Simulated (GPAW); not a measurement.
# A GW chain in GPAW: AgCl (Chlorargyrite)

Aim: the G0W0 gap of AgCl (Chlorargyrite) on LDA, step by step.

Calculated with GPAW 26.7.0; LDA and many-body steps on it, plane waves.

The database entry behind the starting cell differs from later determinations by our own check (an axis about 1.4 % short against later determinations), so it need not match the best structure at ambient conditions.

## Step 1: The starting structure

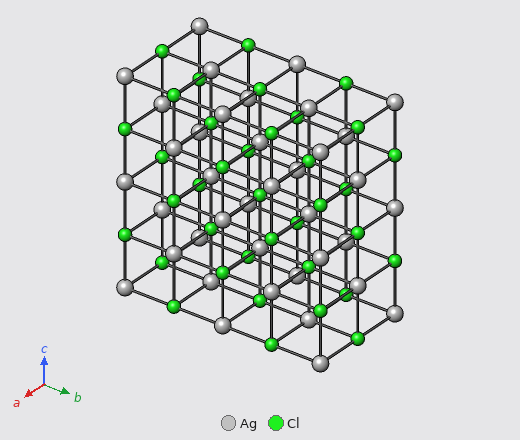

The cell as given, from a free direction (silver light grey, chlorine green). 1×2×2 cells are drawn. This picture shows the conventional cell, with its axes. Some periodic images of atoms are drawn too.

Structure file:

```cif
data_structure
_symmetry_space_group_name_H-M 'P 1'
_symmetry_Int_Tables_number 1
_cell_length_a 3.8679
_cell_length_b 3.8679
_cell_length_c 3.8679
_cell_angle_alpha 60.000
_cell_angle_beta 60.000
_cell_angle_gamma 60.000
_cell_volume 40.92
loop_
_atom_site_label
_atom_site_type_symbol
_atom_site_fract_x
_atom_site_fract_y
_atom_site_fract_z
_atom_site_occupancy
Ag1 Ag 0.00000 0.00000 0.00000 1
Cl2 Cl 0.50000 0.50000 0.50000 1
```

The cell and positions come from the Crystallography Open Database and are kept as given unless a step says otherwise.

## Step 2: Ground state

This step: GPAW 26.7.0; DFT, LDA, plane waves, PAW.

The ground-state density comes first.

File run.py:

```python
import json
import numpy as np
from gpaw.mpi import world
from ase import Atoms
from gpaw import GPAW, PW, FermiDirac

atoms = Atoms(['Ag', 'Cl'],
    cell=[[0.0000000000, 2.7350000000, 2.7350000000],
      [2.7350000000, 0.0000000000, 2.7350000000],
      [2.7350000000, 2.7350000000, 0.0000000000]],
    scaled_positions=[[0.0000000000, 0.0000000000, 0.0000000000],
      [0.5000000000, 0.5000000000, 0.5000000000]],
    pbc=(True, True, True))
calc = GPAW(mode=PW(450),
    xc='LDA',
    kpts={'size': (8, 8, 8), 'gamma': True},
    occupations=FermiDirac(0.001),
    nbands=-7,
    convergence={'density': 1e-6, 'bands': -3},
    maxiter=100,
    txt='gs.txt')
atoms.calc = calc
res = {'energy': atoms.get_potential_energy()}
kpts = calc.get_ibz_k_points()
res['kpts'] = kpts
res['eigenvalues'] = [calc.get_eigenvalues(kpt=k) for k in range(len(kpts))]
res['n_electrons'] = calc.get_number_of_electrons()
calc.write('gs.gpw')

if world.rank == 0:
    with open('result.json', 'w') as f:
        json.dump(res, f, default=lambda x: x.tolist())
```

On the command line:

```bash
$ mpirun -n 4 gpaw python run.py
```

Numbers of over 12 decimals in the logs are rounded to 6 here.

Output:

```text
__  _  _
 | _ |_)|_||  |
 |__||  | ||/\| - 26.7.0

Input parameters:
  mode=PW(ecut=450.000000),
  convergence={'density': 1e-06, 'bands': -3},
  kpts=MonkhorstPack(size=(8, 8, 8), gamma=True),
  maxiter=100,
  nbands=-7,
  occupations=Occupations(name='fermi-dirac', width=0.001, fixmagmom=False),
  xc=XC(name='LDA')
  [... matrices ...]
Diagonalizing LCAO Hamiltonian
Converting LCAO to pw mode

                Cl

       Ag

Atoms  # Å, Bohr magnetons
|   | symbol |        x |        y |        z |    initial magnetic moments |
| 0 |     Ag | 0.000000 | 0.000000 | 0.000000 | ( 0.0000,  0.0000,  0.0000) |
| 1 |     Cl | 2.735000 | 2.735000 | 2.735000 | ( 0.0000,  0.0000,  0.0000) |

Unit cell  # Å
| periodic |        x |        y |        z |  lengths |    angles |
|      yes | 0.000000 | 2.735000 | 2.735000 | 3.867874 | 60.000000 |
|      yes | 2.735000 | 0.000000 | 2.735000 | 3.867874 | 60.000000 |
|      yes | 2.735000 | 2.735000 | 0.000000 | 3.867874 | 60.000000 |

Number of symmetries: 48
Symmetry operations  # r_c * U_cc + t_c -> r_c
|    | kind |            matrix            |
|  0 |  σ   |  1, 0, 0,  1, 0,-1,  1,-1, 0 |
|  1 |  C2  |  1, 0, 0,  1,-1, 0,  1, 0,-1 |
|  2 |  E   |  1, 0, 0,  0, 1, 0,  0, 0, 1 |
|  3 |  σ   |  1, 0, 0,  0, 0, 1,  0, 1, 0 |
|  4 |  C4  |  1, 0,-1,  1, 0, 0,  1,-1, 0 |
|  5 |  S6  |  1, 0,-1,  1,-1, 0,  1, 0, 0 |
|  6 |  σ   |  1, 0,-1,  0, 1,-1,  0, 0,-1 |
|  7 |  C3  |  1, 0,-1,  0, 0,-1,  0, 1,-1 |
|  8 |  S6  |  1,-1, 0,  1, 0, 0,  1, 0,-1 |
|  9 |  C4  |  1,-1, 0,  1, 0,-1,  1, 0, 0 |
| 10 |  C3  |  1,-1, 0,  0,-1, 1,  0,-1, 0 |
| 11 |  σ   |  1,-1, 0,  0,-1, 0,  0,-1, 1 |
| 12 |  σ   |  0, 1, 0,  1, 0, 0,  0, 0, 1 |
| 13 |  C4  |  0, 1, 0,  0, 1,-1, -1, 1, 0 |
| 14 |  C3  |  0, 1, 0,  0, 0, 1,  1, 0, 0 |
| 15 |  S6  |  0, 1, 0, -1, 1, 0,  0, 1,-1 |
| 16 |  C2  |  0, 1,-1,  1, 0,-1,  0, 0,-1 |
| 17 |  σ   |  0, 1,-1,  0, 1, 0, -1, 1, 0 |
| 18 |  S4  |  0, 1,-1,  0, 0,-1,  1, 0,-1 |
| 19 |  C4  |  0, 1,-1, -1, 1, 0,  0, 1, 0 |
| 20 |  C3  |  0, 0, 1,  1, 0, 0,  0, 1, 0 |
| 21 |  σ   |  0, 0, 1,  0, 1, 0,  1, 0, 0 |
| 22 |  S6  |  0, 0, 1,  0,-1, 1, -1, 0, 1 |
| 23 |  C4  |  0, 0, 1, -1, 0, 1,  0,-1, 1 |
| 24 |  S4  |  0, 0,-1,  1, 0,-1,  0, 1,-1 |
| 25 |  C3  |  0, 0,-1,  0, 1,-1,  1, 0,-1 |
| 26 |  C2  |  0, 0,-1,  0,-1, 0, -1, 0, 0 |
| 27 |  S6  |  0, 0,-1, -1, 0, 0,  0,-1, 0 |
| 28 |  S4  |  0,-1, 1,  1,-1, 0,  0,-1, 0 |
| 29 |  C4  |  0,-1, 1,  0, 0, 1, -1, 0, 1 |
| 30 |  C2  |  0,-1, 1,  0,-1, 0,  1,-1, 0 |
| 31 |  σ   |  0,-1, 1, -1, 0, 1,  0, 0, 1 |
| 32 |  C3  |  0,-1, 0,  1,-1, 0,  0,-1, 1 |
| 33 |  S6  |  0,-1, 0,  0, 0,-1, -1, 0, 0 |
| 34 |  S4  |  0,-1, 0,  0,-1, 1,  1,-1, 0 |
| 35 |  C2  |  0,-1, 0, -1, 0, 0,  0, 0,-1 |
| 36 |  C2  | -1, 1, 0,  0, 1, 0,  0, 1,-1 |
| 37 |  S6  | -1, 1, 0,  0, 1,-1,  0, 1, 0 |
| 38 |  S4  | -1, 1, 0, -1, 0, 1, -1, 0, 0 |
| 39 |  C3  | -1, 1, 0, -1, 0, 0, -1, 0, 1 |
| 40 |  S6  | -1, 0, 1,  0, 0, 1,  0,-1, 1 |
| 41 |  C2  | -1, 0, 1,  0,-1, 1,  0, 0, 1 |
| 42 |  C3  | -1, 0, 1, -1, 1, 0, -1, 0, 0 |
| 43 |  S4  | -1, 0, 1, -1, 0, 0, -1, 1, 0 |
| 44 |  C2  | -1, 0, 0,  0, 0,-1,  0,-1, 0 |
| 45 |  i   | -1, 0, 0,  0,-1, 0,  0, 0,-1 |
| 46 |  σ   | -1, 0, 0, -1, 1, 0, -1, 0, 1 |
| 47 |  C2  | -1, 0, 0, -1, 0, 1, -1, 1, 0 |

BZ-sampling:
  Number of BZ points: 512
  Number of IBZ points: 29

  Monkhorst-Pack size: [8, 8, 8]
  Monkhorst-Pack shift: [0.0625, 0.0625, 0.0625]

K-points  # in reciprocal-cell coordinates
|     |                                coordinates |     weight |
|   0 | (  0.00000000,   0.00000000,   0.00000000) | 0.00195312 |
|   1 | (  0.12500000,   0.12500000,   0.00000000) | 0.01171875 |
|   2 | (  0.12500000,   0.12500000,   0.12500000) | 0.01562500 |
|   3 | (  0.25000000,   0.12500000,   0.12500000) | 0.02343750 |
|   4 | (  0.25000000,   0.25000000,   0.00000000) | 0.01171875 |
|   5 | (  0.25000000,   0.25000000,   0.12500000) | 0.04687500 |
|   6 | (  0.25000000,   0.25000000,   0.25000000) | 0.01562500 |
|   7 | (  0.37500000,   0.25000000,  -0.37500000) | 0.04687500 |
|   8 | (  0.37500000,   0.25000000,   0.12500000) | 0.04687500 |
|   9 | (  0.37500000,   0.25000000,   0.25000000) | 0.04687500 |
| ... |                                            |            |
|  28 | (  0.50000000,   0.50000000,   0.50000000) | 0.00781250 |

Plane wave coefficients: 905
Cutoff: 450.000000 eV

Spin-components: 1 (collinear spins)
Bands:           19
Projectors:      11
Spin-degeneracy: 2
Datatype:        complex128

  Storage: CPU
  Wave functions: 7_872_688 bytes (1_968_172 per core)
  Projectors: 9_115_744 bytes (2_278_936 per core)
  [... matrices ...]
Parallelization:
  kpt:    4
  domain: 1
  band:   1

Density:
  Valence electrons: 24.0
  Components: 1
  Grid points: [20 20 20]
  Charge: 0.0  # |e|

Potential:
  Grid points: [20 20 20]

species:
  Ag:
    name:    Silver
    Z:       47.0
    valence: 17
    core:    30
    charge:  0.0  # [|e|]
    compensation charges:
      type: gauss
      rc: 0.40  # [Å]
      lmax: 2
    cutoffs:
      filter: 2.35  # [Å]
      core: 2.19  # [Å]
    projectors
    | kind |    occ | energy [eV] | rcut [Å] |
    |   5s |  1.000 |      -4.708 |    1.286 |
    |   4p |  6.000 |     -58.678 |    1.328 |
    |   5p |  0.000 |      -0.844 |    1.328 |
    |   4d | 10.000 |      -7.664 |    1.180 |
    |    s |        |      22.503 |    1.286 |
    |    d |        |      19.547 |    1.180 |

    Using partial waves for Ag as LCAO basis

  Cl:
    name:    Chlorine
    Z:       17.0
    valence: 7
    core:    10
    charge:  0.0  # [|e|]
    compensation charges:
      type: gauss
      rc: 0.25  # [Å]
      lmax: 2
    cutoffs:
      filter: 1.40  # [Å]
      core: 1.49  # [Å]
    projectors
    | kind |    occ | energy [eV] | rcut [Å] |
    |   3s |  2.000 |     -20.688 |    0.794 |
    |   3p |  5.000 |      -8.701 |    0.794 |
    |    s |        |       6.523 |    0.794 |
    |    p |        |      18.511 |    0.794 |
    |    d |        |       0.000 |    0.794 |

    Using partial waves for Cl as LCAO basis

Reference energy: -156983.661887  # eV

eigensolver:
  PPCG
  Converge bands: -3
  niter=2

density mixing:
  MSR1-Mixer
  Pratt-step length: 0.05
  Maximum mixing coefficient: 0.75
  Old densities: 10
  SVD Regularization: 0.005
  Good broyden scale: 1.0
  Trust region scale: 1.0
  Backstep threshold: 4.0
  History deletion threshold: 6.0
  Fourier metric: weight=20.0, sigma=0.015

occupation numbers:
  Fermi-Dirac:
    width: 0.0010  # eV

poisson solver:
  ecut: 3600.000000  # eV

xc functional:
  name: None

Initialization done in: 4.785 s

convergence criteria:
- Maximum integral of absolute [dens]ity change: 1e-06 electrons / valence electron
- Maximum [total energy] change in last 3 cyles: 0.0005 eV / valence electron
- Maximum integral of absolute [eigenst]ate change: 4e-08 eV^2 / valence electron
maximum number of iterations: 100

SCF iterations
|iter     |     time |      energy | eigst |  dens |
|iter:   1|  |   -6.980361 | +0.89 |       |
|iter:   2|  |   -6.956056 | -0.78 | -1.58 |
|iter:   3|  |   -6.851322 | -1.88 | -1.62 |
|iter:   4|  |   -6.847843 | -3.73 | -2.05 |
|iter:   5|  |   -6.847008c| -4.03 | -2.49 |
|iter:   6|  |   -6.847003c| -5.62 | -3.17 |
|iter:   7|  |   -6.847004c| -7.11 | -3.85 |
|iter:   8|  |   -6.847004c| -7.64c| -4.70 |
|iter:   9|  |   -6.847004c| -8.32c| -5.79 |
|iter:  10|  |   -6.847004c| -8.80c| -6.26c|

Converged in 10 steps
SCF loop duration: 4.641 s (0.464 s/step)
Energy contributions relative to reference atoms: (reference = -156983.661887)
  [... matrices ...]
Energy contributions:
  Kinetic:           6.899207
  Coulomb:          -6.702787
  Zero:              0.004574
  External:          0.000000
  Xc:               -7.047998
  Entropy:          -0.000000
  Spinorbit:         0.000000
  ----------------------------
  Free energy:      -6.847004
  Extrapolated:     -6.847004

dipole moment: (-16.810550, -16.810550, -16.810550)  # |e|*Ang

Fermi level: 4.674
Eigenvalues  # (at kpt = [0.000, 0.000, 0.000])
| band index |      eig [eV] | occ [0-2] |
|          0 |       -49.065 |     2.000 |
|        ... |               |           |
|          4 |         1.583 |     2.000 |
|          5 |         1.583 |     2.000 |
|          6 |         1.583 |     2.000 |
|          7 |         1.624 |     2.000 |
|          8 |         1.624 |     2.000 |
|          9 |         1.781 |     2.000 |
|         10 |         1.781 |     2.000 |
|         11 |         1.781 |     2.000 |
|         12 |         4.879 |     0.000 |
|         13 |        14.830 |     0.000 |
|         14 |        14.830 |     0.000 |
|         15 |        14.830 |     0.000 |
|         16 |        16.287 |     0.000 |
|         17 |        17.557 |     0.000 |
|         18 |        17.557 |     0.000 |

Gap: 0.597 eV
Transition (v -> c):
  (s=0, k=28, n=11, [0.50, 0.50, 0.50]) -> (s=0, k=0, n=12, [0.00, 0.00, 0.00])
Direct/indirect transitions are different
Direct gap: 3.084 eV
Transition at: (s=0, k=2, n=11, [0.12, 0.12, 0.12])
# Writing to gs.gpw (mode='')
  [... matrices ...]
```

Run time: 14 s. Hardware: 4 MPI ranks of Intel Xeon Platinum 8259CL at 2.50GHz (Skylake/Cascade Lake), shared host; peak memory 0.64 GiB.

This step gave:

* total energy: -6.847 eV
* gap: 0.5973 eV
* k of the valence top: 0.5, 0.5, 0.5
* k of the conduction bottom: 0, 0, 0
* least direct gap: 3.084 eV

The gap is indirect, with the least direct gap 2.49 eV higher.

## Step 3: Bands along the symmetry lines

The cheap functional maps the bands first; the places of the edges decide which points the dearer methods must see.

File run.py:

```python
import json
import numpy as np
from gpaw.mpi import world
from gpaw import GPAW

path = [[0.000000, 0.000000, 0.000000],
    [0.062500, 0.000000, 0.062500],
    [0.125000, 0.000000, 0.125000],
    [0.187500, 0.000000, 0.187500],
    [0.250000, 0.000000, 0.250000],
    [0.312500, 0.000000, 0.312500],
    [0.375000, 0.000000, 0.375000],
    [0.437500, 0.000000, 0.437500],
    [0.500000, 0.000000, 0.500000],
    [0.515625, 0.031250, 0.515625],
    [0.531250, 0.062500, 0.531250],
    [0.546875, 0.093750, 0.546875],
    [0.562500, 0.125000, 0.562500],
    [0.578125, 0.156250, 0.578125],
    [0.593750, 0.187500, 0.593750],
    [0.609375, 0.218750, 0.609375],
    [0.625000, 0.250000, 0.625000],
    [0.375000, 0.375000, 0.750000],
    [0.328125, 0.328125, 0.656250],
    [0.281250, 0.281250, 0.562500],
    [0.234375, 0.234375, 0.468750],
    [0.187500, 0.187500, 0.375000],
    [0.140625, 0.140625, 0.281250],
    [0.093750, 0.093750, 0.187500],
    [0.046875, 0.046875, 0.093750],
    [0.000000, 0.000000, 0.000000],
    [0.062500, 0.062500, 0.062500],
    [0.125000, 0.125000, 0.125000],
    [0.187500, 0.187500, 0.187500],
    [0.250000, 0.250000, 0.250000],
    [0.312500, 0.312500, 0.312500],
    [0.375000, 0.375000, 0.375000],
    [0.437500, 0.437500, 0.437500],
    [0.500000, 0.500000, 0.500000],
    [0.500000, 0.468750, 0.531250],
    [0.500000, 0.437500, 0.562500],
    [0.500000, 0.406250, 0.593750],
    [0.500000, 0.375000, 0.625000],
    [0.500000, 0.343750, 0.656250],
    [0.500000, 0.312500, 0.687500],
    [0.500000, 0.281250, 0.718750],
    [0.500000, 0.250000, 0.750000],
    [0.500000, 0.218750, 0.718750],
    [0.500000, 0.187500, 0.687500],
    [0.500000, 0.156250, 0.656250],
    [0.500000, 0.125000, 0.625000],
    [0.500000, 0.093750, 0.593750],
    [0.500000, 0.062500, 0.562500],
    [0.500000, 0.031250, 0.531250],
    [0.500000, 0.000000, 0.500000]]
calc = GPAW('gs.gpw').fixed_density(kpts=path,
    symmetry='off',
    nbands=22,
    convergence={'bands': 18},
    txt='bands.txt')
res = {}
kpts = calc.get_ibz_k_points()
res['kpts'] = kpts
res['eigenvalues'] = [calc.get_eigenvalues(kpt=k) for k in range(len(kpts))]
res['n_electrons'] = calc.get_number_of_electrons()

if world.rank == 0:
    with open('result.json', 'w') as f:
        json.dump(res, f, default=lambda x: x.tolist())
```

On the command line:

```bash
$ mpirun -n 4 gpaw python run.py
```

Output:

```text
Diagonalizing LCAO Hamiltonian
Converting LCAO to pw mode
convergence criteria:
- Maximum integral of absolute [eigenst]ate change: 4e-08 eV^2 / valence electron
maximum number of iterations: 100

SCF iterations
|iter     |     time |      energy | eigst |  dens |
|iter:   1|  |             | +1.83 |       |
|iter:   2|  |             | -0.05 |       |
|iter:   3|  |             | -0.84 |       |
[...]
|iter:   7|  |             | -5.54 |       |
|iter:   8|  |             | -6.66 |       |
|iter:   9|  |             | -7.81c|       |
SCF steps: 9
  __  _  _
 | _ |_)|_||  |
 |__||  | ||/\| - 26.7.0

Input parameters:
  mode=PW(ecut=450.000000),
  convergence={'bands': 18},
  gpts=array([20, 20, 20]),
  kpts=KPoints(kpts=array([[0.      , 0.      , 0.      ],
         [0.0625  , 0.      , 0.0625  ],
         [0.125   , 0.      , 0.125   ],
         [0.1875  , 0.      , 0.1875  ],
[...]
[0.515625, 0.03125 , 0.515625],
[...]
[0.546875, 0.09375 , 0.546875],
[...]
[0.578125, 0.15625 , 0.578125],
[...]
[0.609375, 0.21875 , 0.609375],
[...]
[0.328125, 0.328125, 0.65625 ],
[...]
[0.234375, 0.234375, 0.46875 ],
[...]
[0.140625, 0.140625, 0.28125 ],
[...]
[0.046875, 0.046875, 0.09375 ],
[...]
[0.5     , 0.0625  , 0.5625  ],
         [0.5     , 0.03125 , 0.53125 ],
         [0.5     , 0.      , 0.5     ]])),
  maxiter=100,
  nbands=22,
  occupations=Occupations(name='fermi-dirac', width=0.001, fixmagmom=False),
  parallel={},
  symmetry=Symmetry(point_group=False, time_reversal=False),
  xc=XC(name='LDA')
```

Run time: 15 s. Hardware: 4 MPI ranks; peak memory 0.68 GiB; 48 s of CPU time.

Numbers from this step:

```
gap                        : 0.5973 eV
k of the valence top       : 0.5, 0.5, 0.5
k of the conduction bottom : 0, 0, 0
least direct gap           : 2.879 eV
```

The gap is 0.597 eV, as in the run before at this level.

Electronic bands along the path, in eV, zero at the top of the highest filled band:

```csv
point,band 9,band 10,band 11,band 12,band 13,band 14,band 15,band 16
Γ,-2.66,-2.50,-2.50,-2.50,0.60,10.55,10.55,10.55
X,-2.44,-2.14,-2.14,-2.03,2.00,7.74,8.50,11.44
U,-2.21,-2.01,-1.82,-1.17,3.31,7.00,7.92,9.59
jump to K,-2.21,-2.01,-1.82,-1.17,3.31,7.00,7.92,9.59
Γ,-2.66,-2.50,-2.50,-2.50,0.60,10.55,10.55,10.55
L,-2.28,-1.94,0.00,0.00,3.82,6.53,7.27,7.27
W,-2.18,-2.14,-2.13,-1.36,4.01,7.64,7.64,7.71
X,-2.44,-2.14,-2.14,-2.03,2.00,7.74,8.50,11.44
```

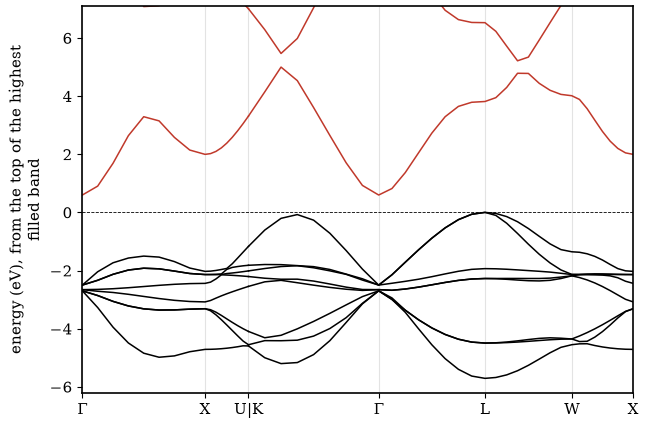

Electronic bands along the path; lines of filled and empty bands in two colours.

## Step 4: Empty states on the mesh, 6×6×6 mesh, 225 bands

The sums over transitions need many empty states on a uniform mesh; this step solves for them.

File run.py:

```python
import json
import numpy as np
from gpaw.mpi import world
from gpaw import GPAW

calc = GPAW('gs.gpw').fixed_density(kpts={'size': (6, 6, 6), 'gamma': True},
    parallel={'domain': 1, 'band': 1},
    txt='nscf.txt')
calc.diagonalize_full_hamiltonian(nbands=225)
calc.write('full.gpw', mode='all')
res = {}
kpts = calc.get_ibz_k_points()
res['kpts'] = kpts
res['eigenvalues'] = [calc.get_eigenvalues(kpt=k) for k in range(len(kpts))]
res['n_electrons'] = calc.get_number_of_electrons()

if world.rank == 0:
    with open('result.json', 'w') as f:
        json.dump(res, f, default=lambda x: x.tolist())
```

On the command line:

```bash
$ mpirun -n 4 gpaw python run.py
```

Output:

```text
Diagonalizing LCAO Hamiltonian
Converting LCAO to pw mode
convergence criteria:
- Maximum integral of absolute [eigenst]ate change: 4e-08 eV^2 / valence electron
maximum number of iterations: 100

SCF iterations
|iter     |     time |      energy | eigst |  dens |
|iter:   1|  |             | +0.90 |       |
|iter:   2|  |             | -0.72 |       |
|iter:   3|  |             | -2.16 |       |
|iter:   4|  |             | -3.36 |       |
|iter:   5|  |             | -4.66 |       |
|iter:   6|  |             | -5.78 |       |
|iter:   7|  |             | -7.05 |       |
|iter:   8|  |             | -7.74c|       |
SCF steps: 8
  __  _  _
 | _ |_)|_||  |
 |__||  | ||/\| - 26.7.0

Input parameters:
  mode=PW(ecut=450.000000),
  convergence={'density': 1e-06, 'bands': -3},
  gpts=array([20, 20, 20]),
  kpts=MonkhorstPack(size=(6, 6, 6), gamma=True),
  maxiter=100,
  nbands=19,
  occupations=Occupations(name='fermi-dirac', width=0.001, fixmagmom=False),
  parallel={'domain': 1, 'band': 1},
  xc=XC(name='LDA')
Matrix size: 911x911
# Writing to full.gpw (mode='all')
  [... matrices ...]

timing:  # [seconds]
  Total: 6.165  # ━━━━━━━━━━━━━━━━━━━━━━━━━━━━━━━━━━━━━━━━━━━━━━━━━━━━━━━━━━━
```

Wall time 18 s (4 MPI ranks); peak memory 0.97 GiB.

Numbers from this step:

| Property | Result |
| --- | --- |
| gap | 0.5973 eV |
| k of the valence top | 0.5, 0.5, 0.5 |
| k of the conduction bottom | 0, 0, 0 |
| least direct gap | 3.099 eV |
| k points computed | 16 |
| lowest point of the top converged band, above the valence top | 165.1768 eV |

On this mesh the gap is 0.597 eV.

(Part 1 of 2 ends here.)

[Paths, hosts, dates, memory and timing lines, banners, echoed tables and standing remarks are left out of the program output.]

[Logs are printed without paths, hosts, clocks, repeated set-up lines and the standing remarks that a program may print on its own settings, such as how far it seeks lower states.]

[Runs of the session that timed out or met a known fault of the program may be left out.]

[Hosts, paths, dates, database ids (printed as entryN), source tags and the programs' standing remarks are cut or masked in the printed files.]
